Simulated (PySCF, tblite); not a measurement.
**C6H12SSi: geometry, infrared bands and NMR shifts**

Aim: predict the infrared bands and NMR shifts of C6H12SSi (`C#C[SiH2]SC(C)(C)C`).

Computed with tblite 0.8.0 and PySCF 2.14.0, with density-fitted response routines of our own, on a single molecule in the gas phase. Atoms count from 0, in the outputs and in this text.

## Step 1: Starting geometry

20 atoms, charge 0, multiplicity 1; geometry from: force field or distance geometry start.

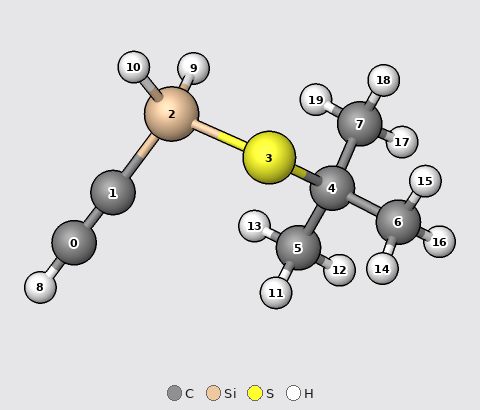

As it starts; carbon grey, silicon light orange, sulfur yellow, hydrogen white, atoms numbered; sticks join atoms by distance.

## Step 2: Relaxing the molecule with GFN2-xTB

The job: settings as JSON, then the geometry in Å.

```
{"job": {"kind": "relax", "xc": "GFN2-xTB", "basis": "xTB"}, "charge": 0, "multiplicity": 1}
C      2.186400    -3.240300    -0.371700
C      1.818900    -2.401500     0.410800
Si     1.283900    -1.110000     1.648600
S      1.173400     0.793300     0.627700
C     -0.382600     0.871500    -0.332300
C     -0.475100    -0.254600    -1.378800
C     -0.339200     2.224400    -1.086100
C     -1.602400     0.862800     0.585600
H      2.500100    -3.975200    -1.074300
H     -0.064900    -1.429300     2.209800
H      2.246500    -0.992900     2.756000
H      0.417300    -0.295500    -2.011500
H     -1.338100    -0.102400    -2.026300
H     -0.600100    -1.235800    -0.912800
H      0.514000     2.293700    -1.761600
H     -0.290700     3.070000    -0.375900
H     -1.241900     2.362600    -1.685800
H     -2.527300     1.019100     0.004000
H     -1.557600     1.650300     1.346400
H     -1.725900    -0.099700     1.099700
```

Command:

```
$ OMP_NUM_THREADS=1 python probes_run.py task.json out
```

This one command runs all jobs of the session in turn.

**Question.** This job is followed by: GFN2-xTB harmonic vibrations, gas phase; GIAO PBE0/pcSseg-1 NMR shielding, non-relativistic, gas phase. What will the session give for the following? strongest single infrared mode (GFN2-xTB); zero-point energy (GFN2-xTB); 13C shifts against TMS (PBE0/pcSseg-1, means over atoms taken as alike); 1H shifts against TMS (PBE0/pcSseg-1, means over atoms taken as alike); 29Si shifts against TMS (PBE0/pcSseg-1); 33S shifts against CS2 (PBE0/pcSseg-1).

The runs gave:

| quantity | value |
| --- | --- |
| strongest single infrared mode (GFN2-xTB) | 724 cm⁻¹, 454 km/mol |
| zero-point energy (GFN2-xTB) | 98.5 kcal/mol |
| 13C shifts against TMS (PBE0/pcSseg-1, means over atoms taken as alike) | 105.1, 89.6, 50.3, 35.9 ppm |
| 1H shifts against TMS (PBE0/pcSseg-1, means over atoms taken as alike) | 4.97, 2.09, 1.59 ppm |
| 29Si shifts against TMS (PBE0/pcSseg-1) | -64.1 ppm |
| 33S shifts against CS2 (PBE0/pcSseg-1) | -20 ppm |

**Reading.** Relaxing lowered the energy by 0.115 eV in 64 steps; the close pair that moved most is Si2–H9, from 1.495 to 1.462 Å. All 54 modes are real, so the xTB geometry is a minimum. The strongest single mode, at 724 cm⁻¹, has its largest shares on Si2, H9 and H10 (the list is cut at 3 atoms). GFN2-xTB is a fitted tight-binding method: band positions and strengths are rough. Its intensities can rank the bands wrongly. At PBE0/pcSseg-1: The largest span, 415 ppm, is at S3, where the paramagnetic term is -537 ppm.
